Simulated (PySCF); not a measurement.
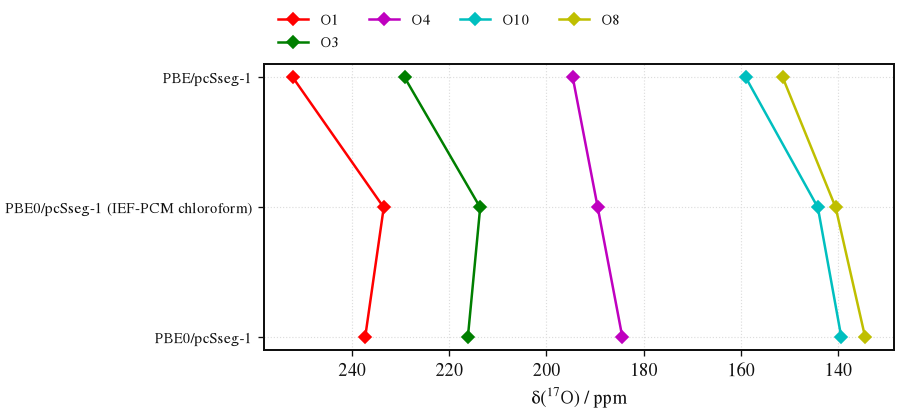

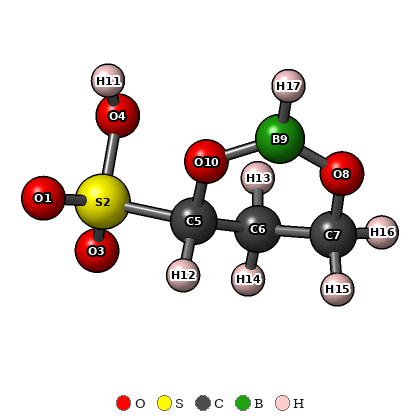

GIAO ¹⁷O shifts of C₃H₇BO₅S, SMILES O=S(=O)(O)[C@H]1CCOBO1 at several levels, one geometry, PySCF, at a PBE0-D3(BJ)/def2-SVP geometry (no frequency check); values of one conformer, averaged over methyl-type rotors and exact or near symmetry; other conformers aren't averaged in; each against H₂O at the same level (¹⁷O: a single water molecule, while the usual scale starts at liquid water and gives values some tens of ppm lower).

### How much does each signal move over these levels?

| atoms | lowest | highest | spread (ppm) |
| --- | --- | --- | --- |
| O1 | 233.4 | 252.1 | 18.7 |
| O3 | 213.6 | 229.1 | 15.5 |
| O4 | 184.3 | 194.6 | 10.2 |
| O10 | 139.3 | 159.0 | 19.7 |
| O8 | 134.4 | 151.4 | 17.0 |

### Do all levels give the signals in the same order?

Yes, the order of the signals is the same at every level.
